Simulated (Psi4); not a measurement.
# [SF3]+ (SMILES F[S+](F)F) at MP3/6-311+G(d,p)

What is the vertical ionisation energy of [SF3]+ at MP3/6-311+G**? 

Program for the calculation: Psi4 1.11.

1 further run of the same task is left out (it didn't finish).

### Step 1. The molecule

[SF3]+: 4 atoms, total charge +1, spin state singlet. As SMILES, `F[S+](F)F`. The coordinates come from a PBE0-D4/def2-TZVP relaxation.

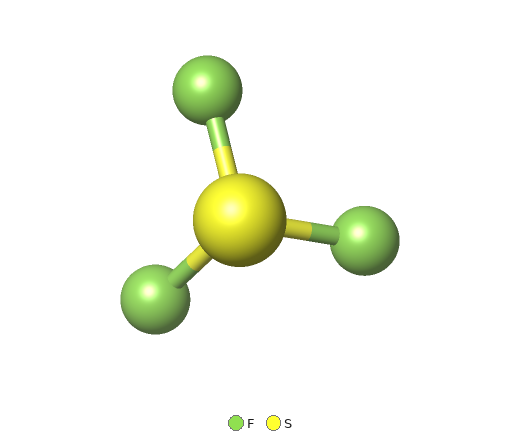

The structure, seen from a chosen angle (fluorine green, sulfur yellow).

### Step 2. A single-point energy at MP3/6-311+G(d,p)

run.py

```python
import psi4

psi4.set_memory('2200 MB')
psi4.set_num_threads(1)
psi4.core.set_output_file('output.dat', False)

geom = psi4.geometry("""
1 1
F      0.623020     0.191030     1.167760
S      0.432770    -0.058560    -0.301740
F     -0.545420    -1.197460    -0.238600
F     -0.510370     1.064990    -0.627420
symmetry c1
""")

options = {'basis': '6-311+G**', 'puream': True, 'e_convergence': 1e-09, 'd_convergence': 1e-08, 'scf_type': 'pk', 'num_frozen_docc': 8, 'mp_type': 'conv'}
psi4.set_options(options)

E, wfn = psi4.energy('mp3', molecule=geom, return_wfn=True)
print(f'total energy {E:.8f} hartree = {E * 27.211386:.5f} eV')
for k, v in sorted(psi4.core.scalar_variables().items()):
    print(f'{k:45s} {v:18.10f}')
```

Launch:

```bash
$ python run.py
```

output.dat:

```text
[...]
  Running in c1 symmetry.
[...]
  Nuclear repulsion =  208.144192226354278
[...]
  Multiplicity = 1
[...]
  Nalpha       = 21
  Nbeta        = 21
[...]
    Number of basis functions: 96
[...]
   @RHF iter   1:  -695.34360045252856    7.32801e-01   6.36062e-03 DIIS/ADIIS
[...]
   @RHF iter  11:  -695.49459800492968   -3.06954e-12   4.49828e-09 DIIS
[...]
    Orbital Energies [Eh]
    ---------------------
    Doubly Occupied:
       1A    -92.600270     2A    -26.691678     3A    -26.691676
       4A    -26.691649     5A     -9.577663     6A     -7.258234
       7A     -7.258234     8A     -7.254435     9A     -2.093119
      10A     -1.999469    11A     -1.999466    12A     -1.354675
      13A     -1.158101    14A     -1.158100    15A     -1.139974
      16A     -1.059706    17A     -1.059705    18A     -1.007191
      19A     -1.007190    20A     -0.992478    21A     -0.866102
[...]
  @RHF Final Energy:  -695.49459800492968
   => Energetics <=
    Nuclear Repulsion Energy =            208.1441922263542779
    One-Electron Energy =               -1365.4393492447347853
    Two-Electron Energy =                 461.8005590134507656
    Total Energy =                       -695.4945980049296850
[...]
 Multipole Moments:
 ------------------------------------------------------------------------------------
     Multipole            Electronic (a.u.)      Nuclear  (a.u.)        Total (a.u.)
 ------------------------------------------------------------------------------------
 L = 1.  Multiply by 2.5417464519 to convert [e a0] to [Debye]
 Dipole X            :          0.1863921            0.5966121            0.7830043
 Dipole Y            :         -0.0252220           -0.0807302           -0.1059522
 Dipole Z            :         -0.1299486           -0.4159756           -0.5459241
 Magnitude           :                                                    0.9603930
[...]
	SCS-MP2 Total Energy (a.u.)        :  -696.22378233934762
	SOS-MP2 Total Energy (a.u.)        :  -696.20973075217842
[...]
	SOS-PI-MP2 Total Energy (a.u.)     :  -696.26474096350523
[...]
	MP2 Total Energy (a.u.)            :  -696.25188551368603
[...]
	SCS-MP3 Total Energy (a.u.)        :  -696.22078512808889
[...]
	MP3 Total Energy (a.u.)            :  -696.23989666865123
[...]
```

Wall time 23 s (1 thread of Intel Xeon at 2.50GHz (Skylake/Cascade Lake), shared host); peak memory 0.71 GiB.

### Step 3. Doublet [SF3]2+

input.inp

```
memory 2200 mb

molecule m {
  2 2
  F
  S 1 1.502638
  F 2 1.502643 1 99.62632
  F 2 1.502646 1 99.62676 3 101.58456
  units angstrom
  symmetry c1
  no_reorient
  no_com
}

set {
  basis           6-311+G**
  reference       uhf
  puream          true
  e_convergence   1e-09
  d_convergence   1e-08
  scf_type        pk
  num_frozen_docc 8
  maxiter         100
  mp_type         conv
}

energy('mp3')
```

Launch:

```bash
$ psi4 -n 1 input.inp input.out
```

input.out:

```text
[...]
  Running in c1 symmetry.
[...]
  Nuclear repulsion =  208.144180087030321
[...]
  Multiplicity = 2
[...]
  Nalpha       = 21
  Nbeta        = 20
[...]
    Number of basis functions: 96
[...]
   @UHF iter   1:  -694.38526326218630    1.69114e+00   7.99749e-03 DIIS/ADIIS
[...]
   @UHF iter  15:  -694.67482460196209   -8.18545e-12   9.97912e-09 DIIS
[...]
   @S^2 Observed:                7.914322221E-01
[...]
    Orbital Energies [Eh]
    ---------------------
    Alpha Occupied:
       1A    -93.007001     2A    -27.044965     3A    -27.044964
       4A    -27.044936     5A     -9.975548     6A     -7.666325
       7A     -7.652873     8A     -7.652873     9A     -2.430768
      10A     -2.337741    11A     -2.337741    12A     -1.708844
      13A     -1.490544    14A     -1.490543    15A     -1.484920
      16A     -1.393260    17A     -1.393259    18A     -1.330937
      19A     -1.330937    20A     -1.317380    21A     -1.277090
    Alpha Virtual:
      22A     -0.525705    23A     -0.525704    24A     -0.355129
      25A     -0.301800    26A     -0.228590    27A     -0.227461
[...]
  @UHF Final Energy:  -694.67482460196209
   => Energetics <=
    Nuclear Repulsion Energy =            208.1441800870303211
    One-Electron Energy =               -1350.6817939298039164
    Two-Electron Energy =                 447.8627892408115940
    Total Energy =                       -694.6748246019620865
  UHF NO Occupations:
  HONO-2 :   19  A 1.9924768
  HONO-1 :   20  A 1.9924761
[...]
 Multipole Moments:
 ------------------------------------------------------------------------------------
     Multipole            Electronic (a.u.)      Nuclear  (a.u.)        Total (a.u.)
 ------------------------------------------------------------------------------------
 L = 1.  Multiply by 2.5417464519 to convert [e a0] to [Debye]
 Dipole X            :         -0.5177597           -0.5001891           -1.0179488
 Dipole Y            :          0.4223940            0.4080562            0.8304502
 Dipole Z            :          0.3567880            0.3446739            0.7014620
 Magnitude           :                                                    1.4892670
[...]
	SCS-MP2 Total Energy (a.u.)        :  -695.39864618162756
	SOS-MP2 Total Energy (a.u.)        :  -695.38308461954580
[...]
	SOS-PI-MP2 Total Energy (a.u.)     :  -695.43756615935990
[...]
	MP2 Total Energy (a.u.)            :  -695.42976930579130
[...]
	SCS-MP3 Total Energy (a.u.)        :  -695.39386701427350
[...]
	MP3 Total Energy (a.u.)            :  -695.41065263637518
[...]
```

Run time: 38 s. Hardware: 1 thread of Intel Xeon at 2.50GHz (Skylake/Cascade Lake), shared host; peak memory 0.72 GiB.

### Step 4. Results

At MP3/6-311+G**, 8 core orbitals frozen:

| quantity | value |
| --- | --- |
| singlet [SF3]+: total energy | -696.23990 Eh |
| singlet [SF3]+: HOMO energy (Hartree–Fock orbitals) | -23.57 eV |
| singlet [SF3]+: LUMO energy (Hartree–Fock orbitals) | -5.04 eV |
| singlet [SF3]+: HOMO–LUMO gap (Hartree–Fock orbitals) | 18.53 eV |
| singlet [SF3]+: correlation energy (8 core orbitals frozen) | -745.3 mEh |
| doublet [SF3]2+: total energy | -695.41065 Eh |
| doublet [SF3]2+: HOMO energy (Hartree–Fock orbitals) (highest over α and β) | -34.75 eV |
| doublet [SF3]2+: LUMO energy (Hartree–Fock orbitals) (lowest over α and β) | -21.05 eV |
| doublet [SF3]2+: correlation energy (8 core orbitals frozen) | -735.8 mEh |
| doublet [SF3]2+: ⟨S²⟩ of the reference determinant | 0.791 |
| vertical ionisation energy (to the doublet dication) | 22.565 eV |

**Reading.** Removing an electron at fixed nuclei costs 22.56 eV (520 kcal/mol).
